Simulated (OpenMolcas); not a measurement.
**Hf³⁺ among point charges: CASSCF and CASPT2 levels and susceptibility**

How does a field of 6 point charges split the states of Hf³⁺, and what χT follows?

The numbers are computed with OpenMolcas 26.06 (state-averaged CASSCF and CASPT2, spin-orbit coupling by RASSI with atomic mean-field integrals), except any that are marked as measured or tabulated.

### 1 The atom as given

```
Species                           : Hf³⁺ (hafnium, Z = 72, 69 electrons)
Basis                             : ANO-RCC-VDZP [7s6p4d2f1g], 68 functions
Scalar Hamiltonian                : DKH2, point nucleus
Inactive shells                   : 1s 2s 2p 3s 3p 3d 4s 4p 4d 4f 5s 5p
Active space                      : 1 electron in 5 orbitals (5d)
Some configurations of this space : 5d
Orbitals                          : optimised for each spin and parity, averaged over all roots
```

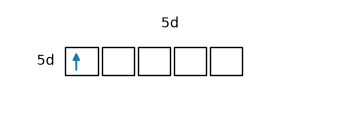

Outer shells as boxes.

The ion sits among 6 point charges of -1.5 e arranged as an octahedron (Oh), 1.77 Å from the ion.

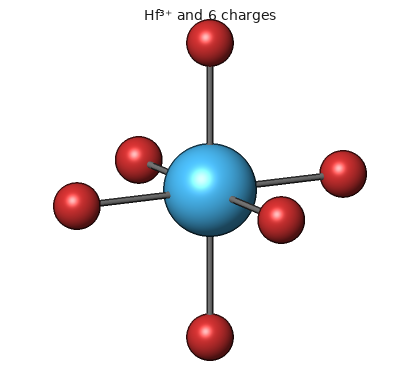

The ion and the point charges (red).

The work runs as a chain of OpenMolcas steps in one folder; each step below is one input file. Labels, J, g values, rates, χT and fits are worked out afterwards by a script from the matrices that RASSI stores. The input lists half of the charges; inversion (Group=XYZ) makes the rest.

### 2 One- and two-electron integrals

a.inp

```
&GATEWAY
Coord
1

Hf 0.0 0.0 0.0
Basis=ANO-RCC-VDZP
Group=XYZ
NoMove
AngMom=0.0 0.0 0.0
AMFI
XField
3 Angstrom 0
1.770000 0.000000 0.000000 -1.500000
0.000000 1.770000 0.000000 -1.500000
0.000000 0.000000 1.770000 -1.500000
&SEWARD
```

Launch:

```sh
$ OMP_NUM_THREADS=1 MOLCAS_MEM=1689 MOLCAS_PROJECT=a pymolcas a.inp > a.log
```

### 3 Reference wave functions, doublets of even parity, 5 roots

a.inp

```
&RASSCF
FileOrb=start.orb
Symmetry=1
Spin=2
nActEl=1 0 0
Inactive=15 19
Ras2=5 0
CIRoot=5 5 1
SDav=5
CIMx=300
Iter=120 100
PrWF=0.3
OrbListing=Nothing
MaxOrb=0
>>> COPY $Project.JobIph JOB001
```

start.orb holds the contracted functions of the basis, ordered by shell, or the orbitals of the step before.

### 4 State interaction with spin-orbit coupling

a.inp

```
&RASSI
NrOfJobIphs=1 5
1 2 3 4 5
IphNames
JOB001
EJob
SpinOrbit
DIPRint=1.0
SOCoupling=1000.0
Subsets=2
Property=9
'ANGMOM' 1 'ANGMOM' 2 'ANGMOM' 3 'MLTPL  1' 1 'MLTPL  1' 2 'MLTPL  1' 3
'AMFI' 1 'AMFI' 2 'AMFI' 3
SOProperty=3
'ANGMOM' 1 'ANGMOM' 2 'ANGMOM' 3
```

### 5 CASPT2: IPEA 0.25, imaginary shift 0.1 (closed shells correlated: 4f 5s 5p)

a.inp

```
>>> COPY JOB001 $Project.JobIph
&CASPT2
Multistate=5 1 2 3 4 5
NoMult
Frozen=14 9
IPEA=0.25
Imaginary=0.1
MaxIter=60
WThr=0.0 0.3 0.05
PrWF=0.5
NoMix
```

(Steps that only read results are left out.)

What does the calculation give? Wanted: spin-free ground state; first state of the same spin within the active space; lowest level; next level.

The runs gave:

```
                                            quantity                                                                           value
                                              method  SS-CASPT2, IPEA 0.25, imaginary shift 0.1 (closed shells correlated: 4f 5s 5p)
                              spin-free ground state                                                 2T2, 3-fold in its orbital part
first state of the same spin within the active space                                                                2E at 41100 cm⁻¹
                                        lowest level                                                                       4-fold Γ8
                                          next level                                                                     1388.0 cm⁻¹
                                         χT at 300 K                                                                  0.11 cm³ K/mol
                           effective moment at 300 K                                                                         0.95 μB
```

Cost by method:

```tsv
method	time of its own steps	time with the reference
A. CASSCF	2 s	2 s
B. SS-CASPT2, IPEA 0.25, imaginary shift 0.1, +4f 5s 5p	0.82 s	2.8 s
```

Times are of one thread on a shared host.

The spin-free ground state (2T2) comes to 100 % from free-ion D terms and keeps the highest spin of the shell. χT at 300 K is 0.11, against 0.38 cm³ K/mol for the spin alone, so orbital moment lowers it. A ligand-field fit to the states below 45000 cm-1 gives 10Dq = 41065 cm-1, the gap between the two states. CASPT2 does not keep the components of a term degenerate, and the means are used. The field of point charges can differ much from that of real complexes. This is an electrostatic model: the charges have no orbitals.
